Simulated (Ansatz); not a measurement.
The starting structures come from a database of crystals and need not be the phases stable at ambient conditions.

 Where the default PAW files enter, the runs use the earlier of Ansatz's two default sets.

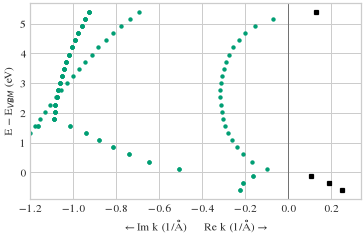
Figure. Complex bands at the centre of the two-dimensional zone; r2SCAN (Ansatz, a first-principles code)

No gap correction and no spin-orbit coupling; mid-gap values are interpolated between computed energies.

Q: This is MgBr$_{2}$ (P-3m1, CdI2 type, not sure to be the ambient phase, 3 atoms a cell, 26.4 Å³ an atom) along the normal of (001). Read off the slowest decay at the centre of the two-dimensional zone at 2.52 eV, the computed energy nearest the middle of the gap.

A: κ ≈ 0.32 1/Å, a decay length 1/(2κ) of the density of 1.6 Å.
